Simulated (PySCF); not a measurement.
C₂H₅ClFSi (doublet)

Input file:

```
{"job": {"kind": "epr"}, "charge": 0, "multiplicity": 2}
C      0.349189    -1.327358     0.798699
C      0.691156    -0.373304    -0.280823
Si    -0.484057     1.129710    -0.426728
F      0.503854    -0.861447     2.034296
Cl    -1.087274    -2.277283     0.624089
H      0.708307    -0.901668    -1.246027
H      1.707433     0.012925    -0.093928
H      0.060350     2.061153    -1.460108
H     -0.561454     1.834551     0.885755
H     -1.845607     0.676857    -0.833438
```

Command:

```sh
OMP_NUM_THREADS=1 python cluster_run.py task.json out
```

Geometry: PBE0-D3(BJ)/def2-SVP.

These are results of UKS B3LYP, IGLO-III on C Cl F Si, pcH-1 on H, non-relativistic, mean-field spin-orbit, GIAO (PySCF), not measurements.

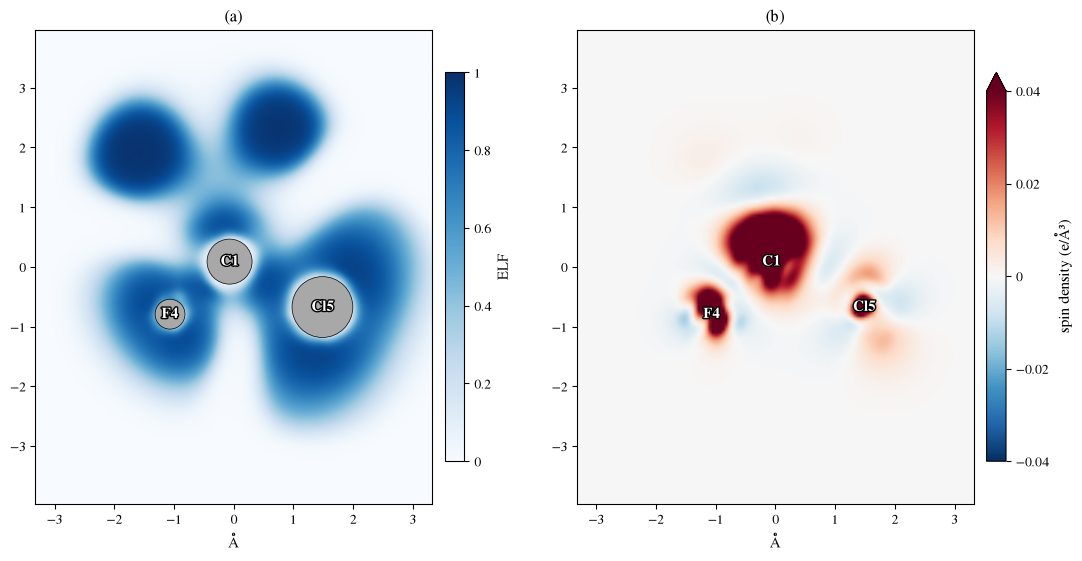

Figure 1. (a) electron localisation function; (b) spin density (α minus β) on the plane of atoms F4, C1 and Cl5. Grey discs cover the atomic cores in the ELF map.

Interpret the plot.

The plane passes through C, F and Cl nuclei. C–F (1.33 Å): the ELF peaks at about 0.85 between the atoms, as expected for a shared but strongly polarised pair. C–Cl (1.73 Å): the ELF peaks at about 0.90 between the atoms, as expected for localised, covalent bonding. The ELF also peaks beside Cl5 and F4, away from the bonds: non-bonding electrons, paired or unpaired. The unpaired spin (1 electron) lies mostly on C1 (about 0.6), Cl5 (about 0.1) and F4 (about 0.1), in electrons by Hirshfeld's partition.

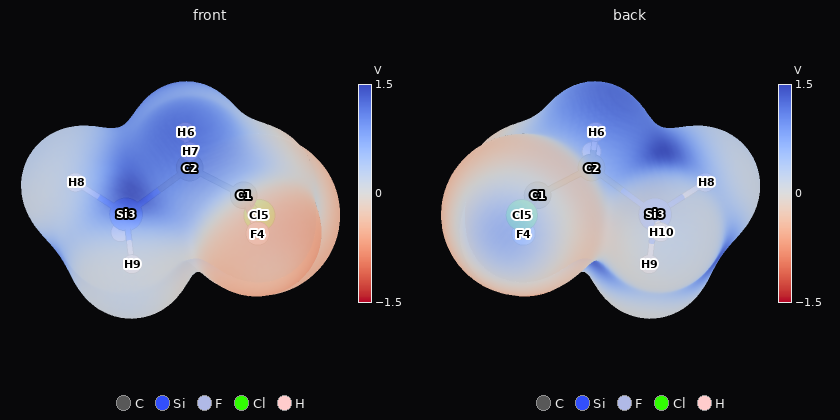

Figure 2. The molecular electrostatic potential painted on the density surface at 0.002 e/bohr³, seen from the front and from behind; red is negative and blue positive.

Where is the surface potential most negative and most positive?

The most negative region (about −0.6 V) lies over F4, the most positive (about +1.4 V) over Si3. Cl5 shows a σ-hole: about +0.6 V at the tip opposite its bond, against about −0.2 V on its flanks.
